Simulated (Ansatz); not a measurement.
Abstraction of H: SiH3(SeH) + CH6NSi → SiH2(SeH) + CH7NSi

Species: SiH3(SeH), singlet; CH6NSi `CN[SiH2]`, doublet; SiH2(SeH), doublet; CH7NSi `CN[SiH3]`, singlet. A radical takes H: the energy is the difference in strength between two Si–H bonds in different surroundings.

Shapes, held fixed at every level: PBE0-D4/def2-TZVP. Flexible molecules stand in one conformer, not always the lowest. Programs: Ansatz 0.2.0. The zero-point and thermal change to 298 K, harmonic and unscaled (PBE0-D4/def2-TZVP), is +0.2 kJ/mol.

```csv
level,kind,ΔH(298 K) (kJ/mol),less CCSD/def2-SVP
MP2/def2-TZVPP,perturbation theory,-3.8,+1.6
HF/def2-SVP,Hartree–Fock,-7.7,-2.3
HF/def2-TZVPP,Hartree–Fock,-5.7,-0.3
r2SCAN-D4/def2-TZVPP,meta-GGA,-2.0,+3.4
B3LYP-D4/def2-TZVPP,global hybrid,-2.3,+3.1
PBE0-D4/def2-TZVPP,global hybrid,-2.3,+3.1
CCSD(T)/def2-SVP,coupled cluster or CI,-5.0,+0.4
CCSD/def2-SVP,coupled cluster or CI,-5.4,0.0
```

The highest level, CCSD/def2-SVP, gives ΔH(298 K) = -5.4 kJ/mol; the levels span -7.7 to -2.0. The column of differences is taken from that level and isn't an error. No measured value is set beside it here. Open shells run unrestricted. Relativity is left out for Se. Outer-core shells of Se are correlated in most correlated rows, in sets that cover them unevenly.

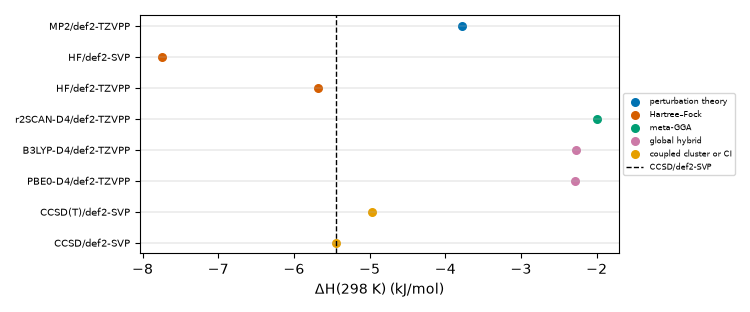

The values of the table, level by level.
